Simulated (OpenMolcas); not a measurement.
## Run report: PH2F, single-point calculation

System: PH2F (phosphinous fluoride(8ci,9ci)), SMILES FP.
Method: CCSD/pcseg-0, RHF, in an applied electric field (OpenMolcas 26.06).

The geometry comes from this level: GFN2-xTB.

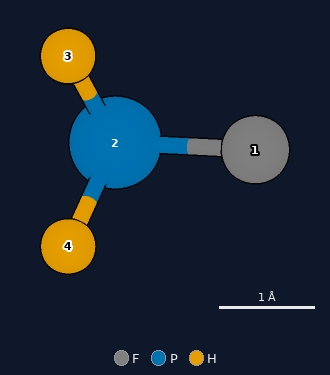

Figure 1. The structure as given in the input (ball-and-stick view, seen on its broad side; atoms are numbered from 1 in the order of the input).

Key numbers

| quantity | value |
| --- | --- |
| outcome | converged |
| total energy | −440.760620 hartree |
| SCF energy | −440.561100 hartree |
| MP2 energy | −440.744254 hartree |
| CCSD energy | −440.760620 hartree |
| correlation energy | −0.199520 hartree |
| basis functions | 26 |
| HOMO of the SCF reference | −11.13 eV |
| LUMO of the SCF reference | 3.59 eV |
| hardware | 1 thread of AMD EPYC (Zen 3), 64 GiB of memory available, shared host |
| wall time | 3.9 s |
| peak memory | 0.19 GiB |

Remarks

Settings chosen away from the usual ones: frozen set to 5 (from 6); guess set to core (from default).

Input file
```
&GATEWAY
 BasLib=$CurrDir
 Coord
 4
 bohr
 F      2.19310276     1.26394332    -0.42076642
 P     -0.13611697    -0.69746012    -0.90644493
 H     -1.99160126     1.08519412    -0.24483292
 H     -0.06538452    -1.65167732     1.57206316
 Basis=pcseg-0
 Group=NoSym
 RICD
 aCD

&SEWARD

&FFPT
 Dipole
 Y 0.002

&SCF
 Iterations=93
 Core
 PrOrbitals=1 2

&CHCC
 Frozen=5
```

Launched with:
```bash
export MOLCAS_MEM=1860
pymolcas mol.input > mol.log
```

Log
```
--- Start Module: gateway ---

                                              &GATEWAY

                       available to each process: 1.9 GB of memory, 1 thread

 Basis Set     1 Label: F.PCSEG-0
 Basis set is read from library:.
 basistype.tbl is not found

 Basis Set     2 Label: P.PCSEG-0
 Basis set is read from library:.
 basistype.tbl is not found

 Basis Set     3 Label: H.PCSEG-0
 Basis set is read from library:.
 basistype.tbl is not found

++    Symmetry information:
      ---------------------

                    Character Table for C1

                             E
                    a        1  x, y, xy, Rz, z, xz, Ry, yz, Rx, I
--

++    Basis set information:
      ----------------------

      Basis set label: F.PCSEG-0.........

      Electronic valence basis set:
      ------------------
      Associated Effective Charge   9.000000 au
      Associated Actual Charge      9.000000 au
      Nuclear Model: Point charge

      Shell  nPrim  nBasis  Cartesian Spherical Contaminant
         s       6       3        X
         p       3       2        X

      Basis set label: P.PCSEG-0.........

      Electronic valence basis set:
      ------------------
      Associated Effective Charge  15.000000 au
      Associated Actual Charge     15.000000 au
      Nuclear Model: Point charge

      Shell  nPrim  nBasis  Cartesian Spherical Contaminant
         s       9       4        X
         p       6       3        X

      Basis set label: H.PCSEG-0.........

      Electronic valence basis set:
      ------------------
      Associated Effective Charge   1.000000 au
      Associated Actual Charge      1.000000 au
      Nuclear Model: Point charge

      Shell  nPrim  nBasis  Cartesian Spherical Contaminant
         s       3       2        X
--

++    Molecular structure info:
      -------------------------

                    ************************************************
                    **** Cartesian Coordinates / bohr, angstrom ****
                    ************************************************

     Center  Label                x              y              z                     x              y              z
        1      F1               2.193103       1.263943      -0.420766              1.160540       0.668850      -0.222660
        2      P2              -0.136117      -0.697460      -0.906445             -0.072030      -0.369080      -0.479670
        3      H3              -1.991601       1.085194      -0.244833             -1.053910       0.574260      -0.129560
        4      H4              -0.065385      -1.651677       1.572063             -0.034600      -0.874030       0.831900

                    ***************************************
                    *    InterNuclear Distances / bohr    *
                    ***************************************

               1 F1            2 P2            3 H3            4 H4
    1 F1       0.000000
    2 P2       3.083545        0.000000
    3 H3       4.192213        2.656767        0.000000
    4 H4       4.192014        2.656791        3.808134        0.000000

                    *******************************************
                    *    InterNuclear Distances / angstrom    *
                    *******************************************

               1 F1            2 P2            3 H3            4 H4
    1 F1       0.000000
    2 P2       1.631742        0.000000
    3 H3       2.218424        1.405900        0.000000
    4 H4       2.218318        1.405913        2.015178        0.000000

                    **************************************
                    *    Valence Bond Angles / degree    *
                    **************************************
                          Atom centers                 Phi
                      3 H3       2 P2       4 H4        91.56
--

            Nuclear Potential Energy             59.62901755 au

--- Stop Module: gateway /rc=_RC_ALL_IS_WELL_ ---

--- Start Module: seward ---

                                              &SEWARD

                       available to each process: 1.9 GB of memory, 1 thread

               SEWARD will generate:
                  Multipole Moment integrals up to order  2
                  Kinetic Energy integrals
                  Nuclear Attraction integrals (point charge)
                  One-Electron Hamiltonian integrals
                  Velocity integrals
                  Orbital angular momentum around (  0.6805   0.0354  -0.6681 )
                  Velocity quadrupole around (  0.6805   0.0354  -0.6681 )
                  RI decomposed two-electron repulsion integrals stored Cholesky style
                   - aCD auxiliary basis
                   - CD Threshold:   1.00E-04

                   Integrals are discarded if absolute value <: 1.00E-14
                   Integral cutoff threshold is set to       <: 1.00E-16

            Nuclear Potential Energy             59.62901755 au

      Basis set specifications :
      Symmetry species         a
      Basis functions           26

--- Stop Module: seward /rc=_RC_ALL_IS_WELL_ ---
--- Module seward spent 1 second ---

--- Start Module: ffpt ---

                                               &FFPT

                       available to each process: 1.9 GB of memory, 1 thread

      Header of the ONEINT file:
      --------------------------

      Cartesian coordinates in angstrom:
      -----------------------------------------------------
      No.  Label        X            Y            Z
      -----------------------------------------------------
       1   F1         1.16054000   0.66885000  -0.22266000
       2   P2        -0.07203000  -0.36908000  -0.47967000
       3   H3        -1.05391000   0.57426000  -0.12956000
       4   H4        -0.03460000  -0.87403000   0.83190000
      -----------------------------------------------------
      Nuclear repulsion energy =   59.62901755

      The following tasks will be executed:
      -------------------------------------

      FFPT    DIPO    COMP    COMP0   Y= 0.002000

--- Stop Module: ffpt /rc=_RC_ALL_IS_WELL_ ---

--- Start Module: scf ---

                                                &SCF

                       available to each process: 1.9 GB of memory, 1 thread

++    Input section:
      --------------

      Header of the integral files:

      Cartesian coordinates in angstrom:
      -----------------------------------------------------
      No.  Label        X            Y            Z
      -----------------------------------------------------
       1   F1         1.16054000   0.66885000  -0.22266000
       2   P2        -0.07203000  -0.36908000  -0.47967000
       3   H3        -1.05391000   0.57426000  -0.12956000
       4   H4        -0.03460000  -0.87403000   0.83190000
      -----------------------------------------------------
      Nuclear repulsion energy =   59.62787230
--

++    Orbital specifications:
      -----------------------

      Symmetry species               1
                                     a
      Frozen orbitals                0
      Aufbau                        13
      Start temperature = 0.500
      End temperature   = 0.010
      Temperature Factor= 0.460
      Deleted orbitals               0
      Total number of orbitals      26
      Number of basis functions     26
--

      Molecular charge                           0.000

++    Optimization specifications:
      ----------------------------

      SCF Algorithm: LK-RI/DF
      LK screening threshold:                     4.50E-02
      Local-Exchange (LK) algorithm.
       - the density matrix is decomposed
      The actual AO density is used
      Number of density matrices in core                 5
      Maximum number of NDDO SCF iterations             93
      Maximum number of HF SCF iterations               93
      Threshold for SCF energy change             1.00E-09
      Threshold for density matrix                1.00E-04
      Threshold for Fock matrix                   1.50E-04
      Threshold for linear dependence             1.00E-09
      Threshold at which DIIS is turned on        1.50E-01
      Maximum depth in the DIIS procedure                5
      Maximum depth in the BFGS Hessian update          30
      Threshold at which QNR/C2DIIS is turned on  7.50E-02
      Threshold for Norm(delta) (QNR/C2DIIS)      1.00E-03
      All orbitals punched on: SCFORB
--

      Starting vectors from core diagonalization

++ Convergence information
                                   SCF        iterations: Energy and convergence statistics

Iter     Tot. SCF        One-elec.       Two-elec.     Energy      Max Dij or  Max Fij      DNorm      TNorm      AccCon     Time
         Energy          Energy          Energy        Change      Delta Norm                                                in Sec.
   1  -425.690778454  -766.817764778   281.499114024   0.00E+00    6.25E-01*   1.37E+00*    1.36E+01   9.88E+01   None         0.
   2  -424.265495525  -684.854107713   200.960739887   1.43E+00*   4.34E-01*   7.01E-01*    4.02E+01   8.35E+01   EDIIS        0.
   3  -439.454009878  -729.566365190   230.484483011  -1.52E+01*   4.31E-01*   4.44E-01*    8.32E+00   8.97E+01   EDIIS        0.
   4  -439.896137354  -726.152015692   226.628006037  -4.42E-01*   2.47E-01*   2.99E-01*    7.69E+00   8.92E+01   EDIIS        0.
   5  -440.477852674  -730.982193597   230.876468622  -5.82E-01*   1.49E-01*   1.94E-01*    7.45E+00   8.99E+01   EDIIS        0.
   6  -440.532767086  -728.631501308   228.470861921  -5.49E-02*   5.38E-02*   9.86E-02*    7.45E+00   8.95E+01   EDIIS        0.
   7  -440.556599480  -729.908168878   229.723697097  -2.38E-02*   2.83E-02*   4.34E-02*    7.41E+00   8.97E+01   EDIIS        0.
   8  -440.559614311  -729.331242133   229.143755521  -3.01E-03*   1.32E-02*   2.88E-02*    7.42E+00   8.97E+01   EDIIS        0.

       Fermi aufbau procedure completed!
      nOcc=   13

   9  -440.560874070  -729.625223773   229.436477403  -1.26E-03*   2.13E-03*   6.54E-03*    7.41E+00   8.97E+01   c2DIIS       0.
  10  -440.561098565  -729.542404150   229.353433284  -2.24E-04*   7.42E-04    2.81E-04*    7.41E+00   8.97E+01   QNRc2DIIS    0.
  11  -440.561099622  -729.541977512   229.353005590  -1.06E-06*   6.03E-04    1.36E-04     7.41E+00   8.97E+01   QNRc2DIIS    0.
  12  -440.561099885  -729.541664607   229.352692421  -2.64E-07*   6.77E-05    1.59E-05     7.41E+00   8.97E+01   QNRc2DIIS    0.
  13  -440.561099889  -729.541452807   229.352480618  -3.18E-09*   1.03E-05    1.31E-05     7.41E+00   8.97E+01   QNRc2DIIS    0.
  14  -440.561099889  -729.541565683   229.352593494  -6.14E-10    5.72E-06    1.54E-06     7.41E+00   8.97E+01   QNRc2DIIS    0.

       Convergence after  14 Iterations
--

 *****************************************************************************************************************************
 *                                             SCF/KS-DFT Program, Final results                                             *
 *                                                       Final Results                                                       *
 *****************************************************************************************************************************

::    Total SCF energy                               -440.5610998891
      One-electron energy                            -729.5415656834
      Two-electron energy                             229.3525934937
      Nuclear repulsion energy                         59.6278723006
      Kinetic energy (interpolated)                   441.2719040475
      Virial theorem                                    0.9983891924
      Total spin, S(S+1)                                0.0000000000
      Total spin, S                                     0.0000000000
      Max non-diagonal density matrix element           0.0000052080
      Max non-diagonal Fock matrix element              0.0000009305

      All orbitals with orbital energies smaller than  E(LUMO)+0.5 are printed

++    Molecular orbitals:
      -------------------

      Title: SCF orbitals

      Molecular orbitals for symmetry species 1: a

      Basis set list:
        1 F1     1s                 10 P2     1s                 19 P2     2py
        2 F1     1s                 11 P2     1s                 20 P2     2pz
        3 F1     1s                 12 P2     1s                 21 P2     2pz
        4 F1     2px                13 P2     1s                 22 P2     2pz
        5 F1     2px                14 P2     2px                23 H3     1s
        6 F1     2py                15 P2     2px                24 H3     1s
        7 F1     2py                16 P2     2px                25 H4     1s
        8 F1     2pz                17 P2     2py                26 H4     1s
        9 F1     2pz                18 P2     2py

  Index Energy  Occupation Coefficients ...

    1  -79.9667    2.0000         10 P2     1s     ( 0.993),

    2  -26.2544    2.0000          1 F1     1s     ( 0.986),

    3   -7.4658    2.0000         11 P2     1s     ( 1.066),

    4   -5.4741    2.0000         14 P2     2px    ( 0.840),

    5   -5.4738    2.0000         14 P2     2px    ( 0.484),    17 P2     2py    (-0.703),    20 P2     2pz    ( 0.464),

    6   -5.4714    2.0000         17 P2     2py    ( 0.555),    20 P2     2pz    ( 0.796),

    7   -1.5634    2.0000          1 F1     1s     (-0.300),     2 F1     1s     ( 0.529),     3 F1     1s     ( 0.530),

    8   -0.8830    2.0000         11 P2     1s     (-0.422),    12 P2     1s     ( 0.583),

    9   -0.6607    2.0000          4 F1     2px    ( 0.227),     5 F1     2px    ( 0.264),     6 F1     2py    (-0.337),     7 F1     2py    (-0.396),
                                   8 F1     2pz    ( 0.206),     9 F1     2pz    ( 0.241),

   10   -0.6574    2.0000          6 F1     2py    ( 0.245),     7 F1     2py    ( 0.307),     8 F1     2pz    ( 0.395),     9 F1     2pz    ( 0.465),

   11   -0.6218    2.0000          4 F1     2px    ( 0.382),     5 F1     2px    ( 0.491),

   12   -0.5167    2.0000          4 F1     2px    (-0.136),     5 F1     2px    (-0.174),     6 F1     2py    ( 0.195),     7 F1     2py    ( 0.250),
                                   9 F1     2pz    (-0.166),    18 P2     2py    (-0.178),    19 P2     2py    (-0.176),    23 H3     1s     (-0.271),
                                  24 H3     1s     (-0.252),    25 H4     1s     ( 0.272),    26 H4     1s     ( 0.246),

   13   -0.4090    2.0000          9 F1     2pz    (-0.221),    11 P2     1s     ( 0.226),    12 P2     1s     (-0.310),    13 P2     1s     (-0.362),
                                  19 P2     2py    ( 0.270),    21 P2     2pz    ( 0.256),    22 P2     2pz    ( 0.429),

   14    0.1320    0.0000         16 P2     2px    ( 1.008),    24 H3     1s     ( 0.563),    26 H4     1s     ( 0.542),

   15    0.1729    0.0000         16 P2     2px    ( 0.626),    19 P2     2py    (-0.924),    22 P2     2pz    ( 0.575),    24 H3     1s     ( 1.092),
                                  26 H4     1s     (-1.032),

   16    0.2287    0.0000         13 P2     1s     (-1.377),    22 P2     2pz    (-0.915),    24 H3     1s     ( 1.195),    26 H4     1s     ( 1.246),

   17    0.5132    0.0000         12 P2     1s     ( 2.281),    13 P2     1s     (-3.682),

--

++    Molecular charges:
      ------------------

      Mulliken charges per centre and basis function type
      ---------------------------------------------------

                F1      P2      H3      H4
      1s       4.0031  5.7351  0.9925  0.9783
      2px      1.8086  2.5225  0.0000  0.0000
      2pz      1.9693  3.2897  0.0000  0.0000
      2py      1.8467  2.8541  0.0000  0.0000
      Total    9.6278 14.4014  0.9925  0.9783

      N-E     -0.6278  0.5986  0.0075  0.0217

      Total electronic charge=   26.000000

      Total            charge=   -0.000000
--

++    Molecular properties:
      ---------------------

      Charge (e):
                      =   -0.0000
      Dipole Moment (debye):
      Origin of the operator (angstrom)=    0.3601    0.0187   -0.3535
                   X= -2.1641E+00               Y= -1.2381E+00               Z=  5.9294E-01           Total=  2.5627E+00
      Quadrupole Moment (debye*angstrom):
      Origin of the operator (angstrom)=    0.3601    0.0187   -0.3535
                  XX= -1.9437E+01              XY= -1.0532E+00              XZ= -8.4494E-01              YY= -2.0363E+01
                  YZ= -1.5378E+00              ZZ= -1.9988E+01
      In traceless form (debye*angstrom)
                  XX=  7.3808E-01              XY= -1.5797E+00              XZ= -1.2674E+00              YY= -6.5044E-01
                  YZ= -2.3066E+00              ZZ= -8.7637E-02
--

--- Stop Module: scf /rc=_RC_ALL_IS_WELL_ ---
--- Module scf spent 1 second ---

--- Start Module: chcc ---

                                               &CHCC

                       available to each process: 1.9 GB of memory, 1 thread

  Serial run
 Number of Cholesky vectors        89 on node (host)
 Max Size              :     232497285 in r*8 Words,   1773.8 Mb,  1.7 Gb

 None of OnTheFly/PreCalculate
 algorithm was selected. Using
 default: PreCalculate (1)

     Cholesky Based Closed-Shell CCSD code

 ---------------------------------------------------
 Frozen Orbitals                   :         5
 Occupied Orbitals                 :         8
 Virtual Orbitals                  :        13
 Total number of Cholesky Vectors  :        89
 ---------------------------------------------------
 Large Virtual Segmentation        :  auto
 Small Vectors Segmentation        :  auto
 Cholesky Vectors Segmentation     :        89
 ---------------------------------------------------
 Generate Scratch Files?                :  Yes
 Precalculate (1) / On-the-Fly (0) Alg. :    1
 3 and 4-ext. MO integrals distribute?  :    1
 Parallel Join of varios MO integrals   :    2
 ---------------------------------------------------
 Convergence Threshold             :  1.00E-06
 Maximum number of Iterations      :        40
 ---------------------------------------------------
 Lun Number for Aux. Matrixes      :        13
 BLAS/FTN Matrix Handling          :         1
 Start from RstFil ?               :        No
 Print level                       :         1
 ---------------------------------------------------

 ===============================
 Autogenerating segmentation
 Nprocs:        1

 Final segmentation (Large/Small/Cholesky):    2   1      89
 ===============================

 Real Allocated Memory :         69128 in r*8 Words,      0.5 Mb,  0.5 Gb

 E2 MP2    : -0.183154405061
 E2 ss     : -0.040865954786
 E2 os     : -0.142288450275

  V4 ints compressing factor:    5.0685004436557231
  Generation of integrals (Reord_chcc) done

 ------------------------
 Starting CCSD iterations
 ------------------------

                   CCSD Energy      Difference

 Iteration :   1 -0.190762152540
 Iteration :   2 -0.197043750953  0.006281598413
 Iteration :   3 -0.198364710743  0.001320959790
 Iteration :   4 -0.199094756074  0.000730045331
 Iteration :   5 -0.199307908970  0.000213152896
 Iteration :   6 -0.199429850818  0.000121941848
 Iteration :   7 -0.199473427275  0.000043576457
 Iteration :   8 -0.199498446895  0.000025019620
 Iteration :   9 -0.199508937377  0.000010490483
 Iteration :  10 -0.199514893829  0.000005956452
 Iteration :  11 -0.199517697797  0.000002803968
 Iteration :  12 -0.199519275868  0.000001578070
 Iteration :  13 -0.199520077643  0.000000801776

  Final CCSD energy decomposition
 E1 CCSD energy :  0.000000000000
 E2 CCSD energy : -0.199520077643
 E2 CCSD ss     : -0.035119567142
 E2 CCSD os     : -0.164400510501

--- Stop Module: chcc /rc=_RC_ALL_IS_WELL_ ---

.##################.
.# Happy landing! #.
.##################.

    Timing: Wall=3.36 User=2.57 System=0.69
```

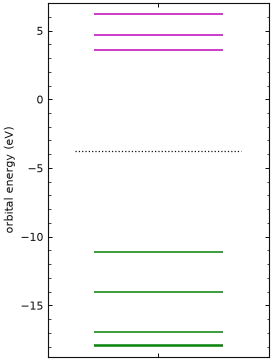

Figure 2. Orbital energies near the frontier (SCF reference); the dotted line parts filled from empty levels, and levels within 0.02 eV of each other stand side by side. Highest filled −11.13 eV, lowest empty 3.59 eV, 14.72 eV apart.
